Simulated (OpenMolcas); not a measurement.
## Run report: Rh³⁺ complex, multiconfigurational calculation (part 2 of 2)

The same run, continued: Rh³⁺ with 6 ligands (F; octahedron, 1.832 Å), embedded in K2NaGaF6 by model potentials and point charges, whose field is part of the energies. Method: state-averaged CASSCF, active space 6 electrons in the shell 4d, basis ANO-RCC-VDZP on the metal and ANO-RCC-VDZP on the ligands, DKH2 scalar Hamiltonian, spin-orbit coupling by RASSI with atomic mean-field integrals (OpenMolcas).

**The program's output (extracts), continued**
```
 SO State  Total energy (au)           Spin-free states, spin, and weights
 -------------------------------------------------------------------------------------------------------
    1        -0.001680      51 0.0  0.9855    8 1.0  0.0048    7 1.0  0.0048    6 1.0  0.0048   22 1.0  0.0000
    2         0.106577       8 1.0  0.5909    7 1.0  0.3260    6 1.0  0.0392   11 1.0  0.0206   10 1.0  0.0107
    3         0.106577       6 1.0  0.5983    7 1.0  0.3114    8 1.0  0.0465    9 1.0  0.0203   10 1.0  0.0112
    4         0.106996       7 1.0  0.4890    8 1.0  0.4886   10 1.0  0.0041    9 1.0  0.0041    1 2.0  0.0029
    5         0.106996       7 1.0  0.4890    6 1.0  0.4886   10 1.0  0.0041   11 1.0  0.0041    1 2.0  0.0029
    6         0.106996       6 1.0  0.4890    8 1.0  0.4890    9 1.0  0.0041   11 1.0  0.0041    3 2.0  0.0029
    7         0.110445       7 1.0  0.4758    8 1.0  0.4756    2 2.0  0.0129   10 1.0  0.0104    9 1.0  0.0104
    8         0.110445       8 1.0  0.4759    6 1.0  0.4758    1 2.0  0.0129   11 1.0  0.0104    9 1.0  0.0104
    9         0.110445       7 1.0  0.4758    6 1.0  0.4756    3 2.0  0.0129   10 1.0  0.0104   11 1.0  0.0104
   10         0.113360       6 1.0  0.3189    7 1.0  0.3189    8 1.0  0.3189   51 0.0  0.0144    2 2.0  0.0074
   11         0.131315      10 1.0  0.3594   11 1.0  0.3594   54 0.0  0.2355    6 1.0  0.0155    7 1.0  0.0155
   12         0.131315      11 1.0  0.3594    9 1.0  0.3594   53 0.0  0.2353    6 1.0  0.0155    8 1.0  0.0155
```

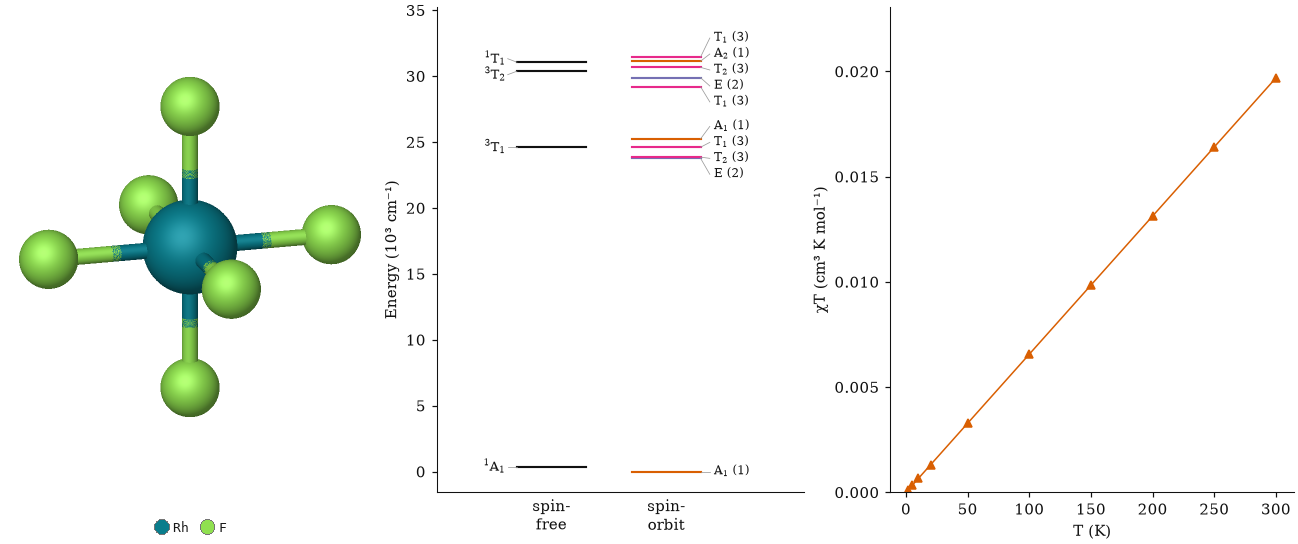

Figure 2. Rh³⁺ (4d⁶) as a dopant in K₂NaGaF₆, a cluster with its 6 nearest F⁻ at 1.832 Å (octahedron) embedded in model potentials and point charges; the geometry was set, not optimised, and its levels and susceptibility. Labels give the representation in O, Td, D4 or D3 as the site allows (double group for half-integer spin) where it could be assigned and, in brackets, the degeneracy; spin-free states, where drawn, share the zero of the spin-orbit levels. Powder susceptibility by Van Vleck's formula. The ground level is A₁, non-degenerate, 99 % from states of spin multiplicity 1. The next level lies at 23,800 cm⁻¹ (E). The lowest spin-free state is ¹A₁; of the same spin there follows at 30,700 cm⁻¹ (¹T₁) above it. χT is close to 0 cm³ K mol⁻¹ at 2 K and 0.0197 at 300 K, an effective moment of 0.40 μB. The active orbitals hold 76 to 87 % metal character (Löwdin), and the Mulliken charge of the metal is +1.72.

**Input**
```
&GATEWAY
Basis set
Rh.ANO-RCC-VDZP.
Rh1 0.0 0.0 0.0 Angstrom
End of basis
Basis set
F.ANO-RCC-VDZP.
L1 1.832000 0.000000 0.000000 Angstrom
L2 0.000000 1.832000 0.000000 Angstrom
L3 0.000000 0.000000 1.832000 Angstrom
End of basis
Basis set
Na.EMB-AIMP.Barandiaran.6s3p.1s1p.ECP.K2NaGaF6.
PseudoCharge
* 3 symmetry-unique lattice sites within 7.6 angstrom
End of basis
Basis set
K.EMB-AIMP.Barandiaran.0s.0s.ECP.K2NaGaF6.
PseudoCharge
* 16 symmetry-unique lattice sites within 7.6 angstrom
End of basis
Basis set
Na.EMB-AIMP.Barandiaran.0s.0s.ECP.K2NaGaF6.
PseudoCharge
* 4 symmetry-unique lattice sites within 7.6 angstrom
End of basis
Basis set
F.EMB-AIMP.Barandiaran.0s.0s.ECP.K2NaGaF6.
PseudoCharge
* 39 symmetry-unique lattice sites within 7.6 angstrom
End of basis
Basis set
Ga.EMB-AIMP.Barandiaran.0s.0s.ECP.K2NaGaF6.
PseudoCharge
* 6 symmetry-unique lattice sites within 7.6 angstrom
End of basis
Symmetry
XYZ
AngMom=0.0 0.0 0.0
AMFI
RICD
XField
1521 Angstrom 0
* Evjen-weighted lattice charges
&SEWARD
&RASSCF
FileOrb=start.orb
Symmetry=1
Spin=5
nActEl=6 0 0
Inactive=24 24
Ras2=5 0
CIRoot=5 5 1
SDav=5
CIMx=300
Iter=150 100
PrWF=0.3
OrbListing=Nothing
MaxOrb=1
LevShft=1.0
>>> COPY $Project.JobIph JOB001
&RASSCF
FileOrb=start.orb
Symmetry=1
Spin=3
nActEl=6 0 0
Inactive=24 24
Ras2=5 0
CIRoot=45 45 1
SDav=45
CIMx=300
Iter=150 100
PrWF=0.3
OrbListing=Nothing
MaxOrb=0
LevShft=1.0
>>> COPY $Project.JobIph JOB002
&RASSCF
FileOrb=start.orb
Symmetry=1
Spin=1
nActEl=6 0 0
Inactive=24 24
Ras2=5 0
CIRoot=50 50 1
SDav=50
CIMx=300
Iter=150 100
PrWF=0.3
OrbListing=Nothing
MaxOrb=0
LevShft=1.0
>>> COPY $Project.JobIph JOB003
&RASSI
NrOfJobIphs=3 5 45 50
1 2 3 4 5
1 2 3 4 5 6 7 8 9 10 11 12 13 14 15 16 17 18 19 20 21 22 23 24 25 26 27
28 29 30 31 32 33 34 35 36 37 38 39 40 41 42 43 44 45
1 2 3 4 5 6 7 8 9 10 11 12 13 14 15 16 17 18 19 20 21 22 23 24 25 26 27
28 29 30 31 32 33 34 35 36 37 38 39 40 41 42 43 44 45 46 47 48 49 50
IphNames
JOB001
JOB002
JOB003
EJob
SpinOrbit
DIPRint=1.0
SOCoupling=1000.0
Subsets=2
Property=9
'ANGMOM' 1 'ANGMOM' 2 'ANGMOM' 3 'MLTPL  1' 1 'MLTPL  1' 2 'MLTPL  1' 3
'AMFI' 1 'AMFI' 2 'AMFI' 3
SOProperty=3
'ANGMOM' 1 'ANGMOM' 2 'ANGMOM' 3
```

The file start.orb holds starting orbitals from an earlier step. A driver script formed the levels outside the program, from RASSI's spin-orbit matrix and the active-space energies, averaged over the components of each term or state.

Command:
```bash
OMP_NUM_THREADS=1 MOLCAS_MEM=2457 MOLCAS_PROJECT=a pymolcas a.inp > a.log  # once for each step of the input, in one work folder
```

**Key numbers**

- outcome: converged
- energy of the lowest spin-free term: −5378.84087 hartree
- energy of the lowest spin-orbit level: −5378.84255 hartree
- largest spread among components of a term: 0.0 cm⁻¹
- hardware: 1 thread of Arm Neoverse V2, 24 GiB of memory available, shared host
- wall time: 40 s
- peak memory: 0.38 GiB

**Remarks**

Without dynamic correlation the splittings between terms come out too large, often by 20 to 50 %. To bear in mind: small active space favours high spin, ground spin may be wrong; covalent bonds, ligand orbitals missing from the active space; the geometry is set by hand, with no relaxation.
